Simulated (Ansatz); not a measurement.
Si2H6: molecular dynamics (part 2 of 2)

The same run, continued: Si2H6 (Si(SiH3)H3); RKS BLYP/6-31G* (Ansatz 0.2.0). The geometry comes from this level: PBE-D4/def2-TZVP.

Geometry of the input (Å):
```
Si -0.0034  0.0078  -1.1728
Si 0.0034  -0.0078  1.1728
H  0.7823  1.1570  1.6986
H  0.6279  -1.2685  1.6831
H  -1.3955  0.0779  1.6978
H  1.3969  -0.0517  -1.6976
H  -0.6513  1.2566  -1.6831
H  -0.7603  -1.1713  -1.6988
```

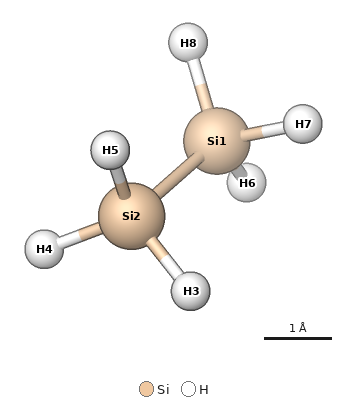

The geometry at step 19 of the log (ball-and-stick view, seen at a tilt; atoms are numbered from 1 in the order of the input).

## Trajectory as extended XYZ, continued
```
8
Properties=species:S:1:pos:R:3:forces:R:3 step=8 time_fs=16.0 energy=-15850.39317 temperature=970.0
Si   -0.0058    0.0170   -1.1593    0.7106  -1.2374   0.1064
Si    0.0277   -0.0368    1.1433   -0.2818  -0.0126   0.9614
H     0.5162    1.3075    1.5035    0.4121   0.3630   0.2503
H     0.4796   -1.0197    2.2227    0.1258   0.0888  -0.7052
H    -1.4178    0.1181    1.3600   -0.6792  -0.0532   0.2943
H     1.4377   -0.0656   -1.6299   -0.5400   0.1340  -0.3784
H    -0.7096    1.2825   -1.3533   -0.0565   0.6603  -0.3207
H    -0.9168   -1.0736   -1.6576    0.3090   0.0570  -0.2080
8
Properties=species:S:1:pos:R:3:forces:R:3 step=9 time_fs=18.0 energy=-15850.20933 temperature=785.0
Si   -0.0094    0.0167   -1.1528    1.4256  -1.9837  -0.9211
Si    0.0220   -0.0344    1.1411    1.5670  -0.7878   1.5523
H     0.5315    1.2940    1.5200    0.3619   0.4414   0.1782
H     0.5217   -1.0309    2.2962   -0.2294   0.5996  -1.4113
H    -1.3621    0.0946    1.3451   -2.0722   0.0829   0.5104
H     1.4437   -0.0447   -1.7665   -1.1522   0.0882   0.2406
H    -0.6036    1.3244   -1.3470   -0.4140   0.7472  -0.3397
H    -0.8834   -1.1438   -1.7215    0.5133   0.8122   0.1906
8
Properties=species:S:1:pos:R:3:forces:R:3 step=10 time_fs=20.0 energy=-15850.17104 temperature=728.4
Si   -0.0110    0.0136   -1.1477    1.5048  -1.4667  -1.7362
Si    0.0185   -0.0331    1.1411    1.5237  -0.5714   1.9423
H     0.5607    1.2973    1.5433    0.1334   0.1554   0.0099
H     0.5551   -1.0192    2.3157   -0.3708   0.6357  -1.5674
H    -1.3857    0.0743    1.3498   -1.5914   0.0618   0.4357
H     1.4056   -0.0205   -1.8939   -1.1830  -0.0006   0.6917
H    -0.5136    1.3949   -1.3538   -0.4072   0.0716  -0.2040
H    -0.8304   -1.1829   -1.7781    0.3904   1.1142   0.4280
8
Properties=species:S:1:pos:R:3:forces:R:3 step=11 time_fs=22.0 energy=-15850.25228 temperature=810.2
Si   -0.0106    0.0085   -1.1449    1.3134  -0.3520  -2.0756
Si    0.0171   -0.0326    1.1438    0.1672   0.1368   1.9996
H     0.5950    1.3066    1.5670   -0.1438  -0.1907  -0.1698
H     0.5743   -0.9831    2.2753   -0.2974   0.2879  -1.2389
H    -1.4703    0.0564    1.3711    0.0585  -0.0081   0.1634
H     1.3221    0.0037   -1.9948   -0.7184  -0.0876   0.8765
H    -0.4391    1.4682   -1.3683   -0.3793  -0.7333  -0.0153
H    -0.7624   -1.1793   -1.8183   -0.0002   0.9470   0.4600
8
Properties=species:S:1:pos:R:3:forces:R:3 step=12 time_fs=24.0 energy=-15850.16835 temperature=698.6
Si   -0.0084    0.0029   -1.1450    1.0193   0.7984  -1.7049
Si    0.0159   -0.0319    1.1492   -1.0587   1.0811   1.2657
H     0.6238    1.3086    1.5841   -0.3345  -0.3508  -0.2714
H     0.5821   -0.9360    2.1873    0.0977  -0.5439  -0.3164
H    -1.5526    0.0382    1.3987    1.1830  -0.0238  -0.0381
H     1.2112    0.0245   -2.0621    0.1813  -0.1372   0.6980
H    -0.3792    1.5134   -1.3834   -0.4672  -1.1434   0.1255
H    -0.6944   -1.1395   -1.8409   -0.6208   0.3195   0.2416
8
Properties=species:S:1:pos:R:3:forces:R:3 step=13 time_fs=26.0 energy=-15849.90749 temperature=401.8
Si   -0.0048   -0.0016   -1.1474    0.6638   1.6404  -0.7513
Si    0.0132   -0.0298    1.1563   -1.9469   1.9936   0.0132
H     0.6398    1.2971    1.5909   -0.3780  -0.2642  -0.2515
H     0.5936   -0.9097    2.0873    0.7413  -1.6373   0.8656
H    -1.5897    0.0191    1.4249    1.5742  -0.0069  -0.1166
H     1.1072    0.0401   -2.1027    1.2615  -0.1450   0.1959
H    -0.3371    1.5148   -1.3938   -0.6284  -1.0687   0.1825
H    -0.6502   -1.0875   -1.8543   -1.2876  -0.5119  -0.1378
8
Properties=species:S:1:pos:R:3:forces:R:3 step=14 time_fs=28.0 energy=-15849.91081 temperature=411.7
Si   -0.0002   -0.0039   -1.1509    0.4212   1.4711  -0.2174
Si    0.0079   -0.0248    1.1635   -1.7597   1.5768  -0.2768
H     0.6413    1.2755    1.5881   -0.2651   0.0247  -0.1123
H     0.6336   -0.9461    2.0204    0.7512  -1.6244   0.8802
H    -1.5664   -0.0004    1.4466    1.3535   0.0201  -0.0844
H     1.0515    0.0501   -2.1358    1.7952  -0.1697  -0.1068
H    -0.3191    1.4753   -1.3971   -0.8077  -0.5301   0.1412
H    -0.6553   -1.0550   -1.8729   -1.4886  -0.7686  -0.2236
8
Properties=species:S:1:pos:R:3:forces:R:3 step=15 time_fs=30.0 energy=-15850.20634 temperature=735.5
Si    0.0049   -0.0041   -1.1546    0.4429   0.1750  -0.7963
Si    0.0002   -0.0178    1.1702   -0.1349  -0.1897   0.2289
H     0.6327    1.2549    1.5809   -0.0483   0.3851   0.0875
H     0.7023   -1.0447    1.9872   -0.0554  -0.3213  -0.0847
H    -1.4914   -0.0190    1.4650    0.3863   0.0370   0.0954
H     1.0646    0.0537   -2.1730    1.3269  -0.2445   0.2658
H    -0.3320    1.4154   -1.3951   -0.9563   0.3362   0.0018
H    -0.7174   -1.0520   -1.9001   -0.9612  -0.1778   0.2015
8
Properties=species:S:1:pos:R:3:forces:R:3 step=16 time_fs=32.0 energy=-15850.23085 temperature=787.8
Si    0.0106   -0.0040   -1.1595    0.4882  -0.9772  -1.6153
Si   -0.0077   -0.0110    1.1773    2.1023  -1.5266   0.1951
H     0.6222    1.2490    1.5771    0.1204   0.5607   0.2321
H     0.7688   -1.1556    1.9507   -0.7113   0.7985  -0.6475
H    -1.4015   -0.0362    1.4871   -1.3065   0.0062   0.4570
H     1.1284    0.0478   -2.2000    0.4234  -0.2853   0.8626
H    -0.3815    1.3685   -1.3929   -0.9552   0.9353  -0.1436
H    -0.8163   -1.0558   -1.9196   -0.1613   0.4883   0.6596
8
Properties=species:S:1:pos:R:3:forces:R:3 step=17 time_fs=34.0 energy=-15850.18099 temperature=755.4
Si    0.0170   -0.0054   -1.1665    0.1555  -0.8986  -1.9644
Si   -0.0128   -0.0062    1.1847    3.2729  -1.8498  -0.1067
H     0.6163    1.2646    1.5822    0.1046   0.3586   0.2435
H     0.8082   -1.2360    1.8895   -0.9575   1.3242  -0.6967
H    -1.3617   -0.0532    1.5267   -2.1505  -0.0479   0.6726
H     1.2085    0.0311   -2.1939   -0.3079  -0.2486   1.1716
H    -0.4676    1.3574   -1.3963   -0.5996   0.6035  -0.1538
H    -0.9214   -1.0409   -1.9138    0.4824   0.7585   0.8339
8
Properties=species:S:1:pos:R:3:forces:R:3 step=18 time_fs=36.0 energy=-15850.36916 temperature=964.8
Si    0.0236   -0.0079   -1.1763   -0.5522  -0.0053  -1.7034
Si   -0.0133   -0.0041    1.1919    2.0795  -1.5165  -0.0651
H     0.6144    1.2940    1.5966   -0.0366  -0.0792   0.1680
H     0.8108   -1.2656    1.8016   -0.8728   1.3497  -0.4428
H    -1.4042   -0.0720    1.5920   -0.8265  -0.0103   0.3054
H     1.2768    0.0048   -2.1431   -0.6711  -0.1722   1.0941
H    -0.5767    1.3694   -1.4056    0.0437  -0.2019  -0.0783
H    -1.0080   -0.9969   -1.8761    0.8358   0.6356   0.7221
8
Properties=species:S:1:pos:R:3:forces:R:3 step=19 time_fs=38.0 energy=-15850.48086 temperature=1096.8
Si    0.0295   -0.0105   -1.1884   -1.2957   0.9244  -0.8288
Si   -0.0110   -0.0040    1.1990    0.2577  -0.6941  -0.1072
H     0.6112    1.3202    1.6174   -0.1477  -0.4602   0.0953
H     0.7801   -1.2435    1.6967   -0.4214   0.7885   0.0483
H    -1.4783   -0.0912    1.6691    0.7239   0.0722  -0.2134
H     1.3194   -0.0280   -2.0503   -0.6037  -0.1011   0.6729
H    -0.6841    1.3736   -1.4178    0.6564  -0.7094  -0.0413
H    -1.0626   -0.9287   -1.8108    0.8304   0.1796   0.3742
8
Properties=species:S:1:pos:R:3:forces:R:3 step=20 time_fs=40.0 energy=-15850.32817 temperature=907.3
Si    0.0335   -0.0118   -1.2017   -1.8315   1.6921   0.4825
Si   -0.0083   -0.0048    1.2060   -1.3311   0.7000  -0.5485
H     0.6022    1.3289    1.6419   -0.1427  -0.6065   0.0759
H     0.7332   -1.1913    1.5937    0.4830  -0.5357   0.7047
H    -1.5248   -0.1077    1.7380    1.4505   0.1170  -0.5228
H     1.3388   -0.0647   -1.9318   -0.0861  -0.0720   0.0188
H    -0.7664    1.3507   -1.4317    1.0530  -0.7353  -0.0761
H    -1.0855   -0.8535   -1.7311    0.4049  -0.5597  -0.1345
8
Properties=species:S:1:pos:R:3:forces:R:3 step=21 time_fs=42.0 energy=-15850.05331 temperature=599.7
Si    0.0351   -0.0107   -1.2142   -1.9882   2.1094   1.6770
Si   -0.0075   -0.0047    1.2122   -2.2825   1.7545  -0.9982
H     0.5879    1.3144    1.6693   -0.0087  -0.4636   0.1245
H     0.7048   -1.1596    1.5177    1.2772  -1.7447   1.1095
H    -1.5157   -0.1196    1.7868    1.4868   0.1145  -0.6074
H     1.3550   -0.1042   -1.8125    0.5481  -0.0981  -0.5487
H    -0.8083    1.2996   -1.4484    1.1666  -0.3472  -0.1790
H    -1.0928   -0.7998   -1.6566   -0.1993  -1.3247  -0.5778
8
Properties=species:S:1:pos:R:3:forces:R:3 step=22 time_fs=44.0 energy=-15850.10000 temperature=629.6
Si    0.0339   -0.0068   -1.2245   -1.6643   1.5990   2.1409
Si   -0.0098   -0.0022    1.2171   -1.5177   0.7445  -1.1085
H     0.5731    1.2821    1.7015    0.2187  -0.0875   0.2298
H     0.7253   -1.1947    1.4841    0.8623  -1.0389   0.8766
H    -1.4496   -0.1272    1.8124    0.8848   0.0561  -0.4412
H     1.3922   -0.1475   -1.7143    0.5326  -0.1056  -0.6805
H    -0.8056    1.2353   -1.4720    0.9328   0.3856  -0.3632
H    -1.1077   -0.7967   -1.6042   -0.2493  -1.5532  -0.6539
8
Properties=species:S:1:pos:R:3:forces:R:3 step=23 time_fs=46.0 energy=-15850.19171 temperature=723.2
Si    0.0305   -0.0007   -1.2319   -1.0241   0.0876   2.0828
Si   -0.0142    0.0013    1.2204    0.5100  -0.8836  -1.3666
H     0.5668    1.2464    1.7424    0.4205   0.2717   0.3104
H     0.7789   -1.2695    1.4841   -0.0582   0.4243   0.4492
H    -1.3497   -0.1327    1.8211   -0.4792  -0.0936   0.0854
H     1.4497   -0.1948   -1.6421   -0.1839  -0.0119  -0.5158
H    -0.7671    1.1857   -1.5095    0.4058   1.2460  -0.6223
H    -1.1322   -0.8532   -1.5768    0.4091  -1.0404  -0.4232
8
Properties=species:S:1:pos:R:3:forces:R:3 step=24 time_fs=48.0 energy=-15850.08198 temperature=626.9
Si    0.0256    0.0056   -1.2363   -0.5889  -1.2041   1.9248
Si   -0.0179    0.0036    1.2218    2.4630  -1.4595  -1.7130
H     0.5765    1.2212    1.7952    0.4262   0.2931   0.2299
H     0.8302   -1.3281    1.5014   -0.6195   1.2386   0.1379
H    -1.2681   -0.1417    1.8331   -1.9494  -0.2840   0.7472
H     1.5002   -0.2425   -1.5896   -0.8609   0.1291  -0.3643
H    -0.7131    1.1838   -1.5709    0.0766   1.5116  -0.7762
H    -1.1410   -0.9495   -1.5656    1.0529  -0.2248  -0.1863
8
Properties=species:S:1:pos:R:3:forces:R:3 step=25 time_fs=50.0 energy=-15850.19469 temperature=757.9
Si    0.0199    0.0102   -1.2382   -0.7147  -1.2102   1.5642
Si   -0.0182    0.0040    1.2209    2.4636  -1.2849  -1.1506
H     0.6026    1.2071    1.8569    0.2088  -0.0074  -0.0320
H     0.8577   -1.3393    1.5238   -0.7997   1.4114  -0.0583
H    -1.2612   -0.1616    1.8737   -1.6338  -0.2506   0.5859
H     1.5178   -0.2853   -1.5511   -1.0962   0.2286  -0.3007
H    -0.6562    1.2398   -1.6619    0.2981   0.6519  -0.5425
H    -1.1095   -1.0544   -1.5616    1.2737   0.4611  -0.0660
8
Properties=species:S:1:pos:R:3:forces:R:3 step=26 time_fs=52.0 energy=-15850.42459 temperature=1028.6
Si    0.0132    0.0131   -1.2378   -0.9364  -0.4786   1.0708
Si   -0.0151    0.0025    1.2185    1.0053  -0.8118   0.0388
H     0.6367    1.1928    1.9173   -0.0745  -0.3077  -0.3337
H     0.8547   -1.2964    1.5441   -0.6585   1.0699  -0.1464
H    -1.3168   -0.1911    1.9367   -0.1178  -0.0030  -0.2410
H     1.4934   -0.3193   -1.5242   -0.8403   0.2460  -0.2968
H    -0.5879    1.3207   -1.7738    0.5570  -0.5363  -0.0394
H    -1.0292   -1.1416   -1.5601    1.0653   0.8215  -0.0522
8
Properties=species:S:1:pos:R:3:forces:R:3 step=27 time_fs=54.0 energy=-15850.46024 temperature=1073.8
Si    0.0053    0.0154   -1.2361   -0.9514   0.3366   0.7322
Si   -0.0106   -0.0001    1.2160   -0.4458   0.0852   0.7332
H     0.6679    1.1667    1.9649   -0.2751  -0.3767  -0.5329
H     0.8265   -1.2126    1.5588   -0.1051   0.1062  -0.0650
H    -1.3770   -0.2207    1.9905    0.8963   0.2032  -0.8271
H     1.4368   -0.3439   -1.5085   -0.1230   0.1709  -0.3276
H    -0.4982    1.3811   -1.8871    0.5118  -1.2832   0.4185
H    -0.9082   -1.1974   -1.5606    0.4922   0.7577  -0.1312
8
Properties=species:S:1:pos:R:3:forces:R:3 step=28 time_fs=56.0 energy=-15850.28893 temperature=873.6
Si   -0.0040    0.0181   -1.2333   -0.6912   1.1119   0.6579
Si   -0.0067   -0.0025    1.2146   -1.7212   1.2874   0.6754
H     0.6886    1.1262    1.9922   -0.3255  -0.1642  -0.5596
H     0.7942   -1.1247    1.5709    0.8133  -1.3504   0.2064
H    -1.4028   -0.2425    2.0126    1.2232   0.3037  -1.0259
H     1.3754   -0.3620   -1.5055    0.7878   0.0515  -0.3403
H    -0.3890    1.3924   -1.9844    0.2306  -1.4791   0.6845
H    -0.7683   -1.2242   -1.5661   -0.3170   0.2392  -0.2984
8
Properties=species:S:1:pos:R:3:forces:R:3 step=29 time_fs=58.0 energy=-15850.17904 temperature=750.5
Si   -0.0142    0.0224   -1.2296    0.0540   1.3535   0.7171
Si   -0.0052   -0.0032    1.2141   -2.0357   1.4596   0.3264
H     0.6968    1.0794    1.9980   -0.2104   0.2620  -0.4055
H     0.7930   -1.0886    1.5910    1.1451  -1.9081   0.2632
H    -1.3818   -0.2527    1.9955    1.0158   0.3077  -0.9105
H     1.3443   -0.3781   -1.5154    1.1808   0.0485  -0.2115
H    -0.2709    1.3471   -2.0555   -0.1649  -1.1546   0.6824
H    -0.6405   -1.2418   -1.5830   -0.9847  -0.3687  -0.4615
8
Properties=species:S:1:pos:R:3:forces:R:3 step=30 time_fs=60.0 energy=-15850.26868 temperature=819.0
Si   -0.0243    0.0285   -1.2249    1.1063   0.2490   0.7563
Si   -0.0065   -0.0019    1.2141   -0.6609   0.0910   0.0261
H     0.6970    1.0427    1.9883    0.0051   0.7066  -0.1583
H     0.8358   -1.1255    1.6211    0.3214  -0.8250  -0.1810
H    -1.3219   -0.2511    1.9435    0.1838   0.1814  -0.4339
H     1.3584   -0.3924   -1.5335    0.7152   0.2172   0.0977
H    -0.1591    1.2575   -2.1005   -0.5534  -0.2966   0.3050
H    -0.5505   -1.2735   -1.6176   -1.1175  -0.3236  -0.4119
```

## Results in brief

- outcome: finished
- mean temperature over the second half: 821 K
- trajectory: 30 steps, 60 fs
- ensemble: nve
- temperature in the input: 1500 K
- time step: 2 fs
- potential energy (last step): −15850.2690 eV
- SCF solution under orbital rotations (last step): stable
- largest force (length of the vector) (last step): 1.363 eV/Å
- dipole moment (last step): 0.84 D
- hardware: 2 threads of Intel Xeon @ 2.90GHz, 163 GiB of memory available, shared host
- wall time: 26 s (CPU time 48 s)
- peak memory: 0.13 GiB

## Remarks

So short a trajectory is not equilibrated.
